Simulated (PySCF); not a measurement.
**C₂H₁₂B₂O₃Si₂: density, localisation and related maps**

```xyz
21

B     1.5059    1.3144    1.7904
Si    0.9589    1.0675   -0.0604
O     2.0151    0.1874   -0.9728
Si    2.8034   -1.1808   -1.2916
B    -0.7544    0.0462   -0.0071
O    -0.5920   -1.2926    0.0186
C    -1.6526   -2.2247    0.0758
O    -2.0207    0.5340    0.0814
C    -2.3617    1.8932    0.0986
H     2.2365    0.5748    2.3301
H     0.9976    2.1274    2.4655
H     0.9063    2.2734   -0.9280
H     1.9458   -2.3392   -1.0463
H     3.1690   -1.0643   -2.7029
H     3.9871   -1.2280   -0.4288
H    -1.9478   -2.5035   -0.9385
H    -2.5158   -1.8038    0.5944
H    -1.2922   -3.1089    0.6039
H    -1.5298    2.5235   -0.2240
H    -3.2121    2.0403   -0.5707
H    -2.6552    2.1805    1.1121
```

Geometry: GFN2-xTB.

The calculation used PBE0/pcSseg-1, SCF density, gas phase, non-relativistic (PySCF 2.14.0).

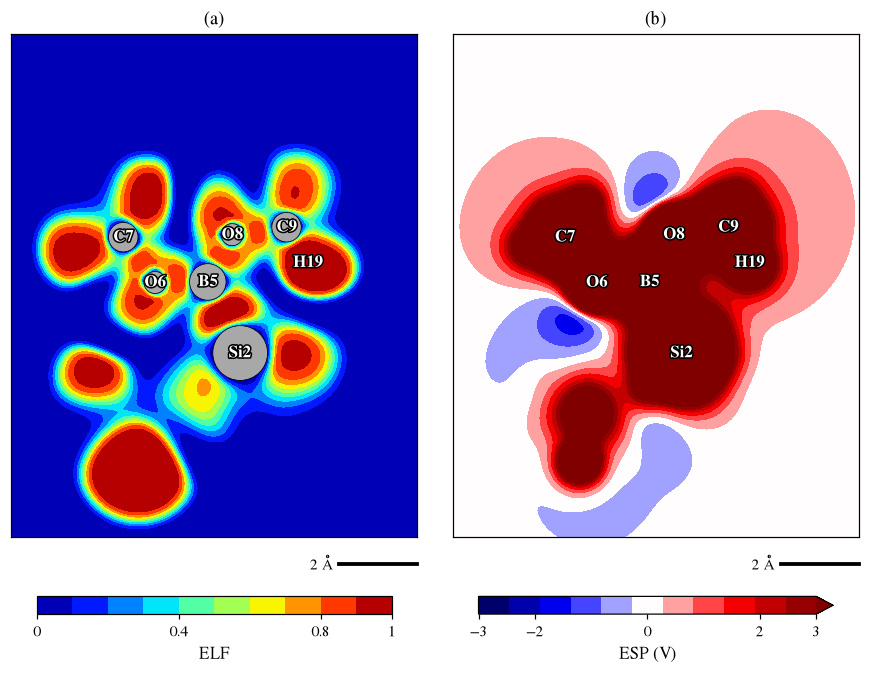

Figure 1. (a) ELF; (b) molecular electrostatic potential on the plane of atoms B5, O6 and C7. Grey discs cover the atomic cores in the ELF map.

Q: What do the fields say about this system?

A:
- Atoms in the plane: Si, B, O, C and H.
- B–O (1.35 Å): the ELF peaks at about 0.90 between the atoms (a polar covalent bond).
- C–O (1.40 Å): the ELF peaks at about 0.90 between the atoms, as expected for a polar covalent bond.
- C–H (1.09 Å): the ELF climbs to about 1 towards the hydrogen, as it does in any bond to H; an ordinary covalent bond to hydrogen.
- Si–B (2.00 Å): the ELF peaks at about 1 between the atoms (localised, covalent bonding).
- The ELF also peaks beside O8, away from the bonds: lone-pair regions.
- Outside the dense part of the molecule the potential is most negative (−1.7 V) near O6.

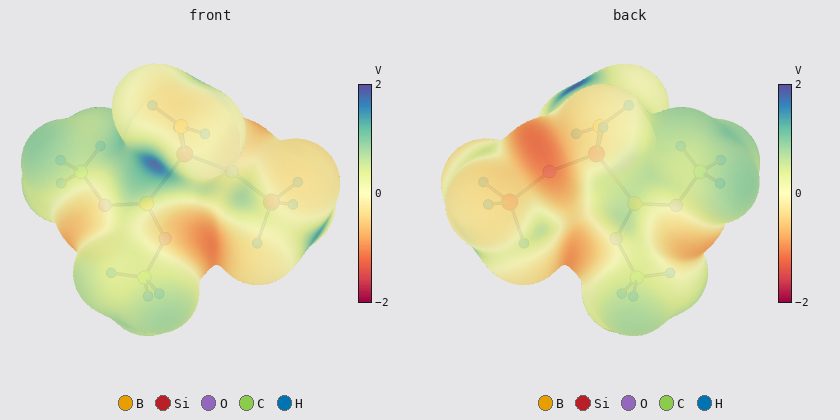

Figure 2. The electrostatic potential painted on the density surface at 0.002 e/bohr³, seen from the front and from behind; red is negative and blue positive.

Q: Which sites attract a positive test charge, and which a negative one?

A: A positive charge is drawn to the negative regions and a negative charge to the positive ones. The most negative region (about −1.2 V) lies over O3, the most positive (about +1.7 V) over B1. O3 is the likeliest acceptor of a hydrogen bond.
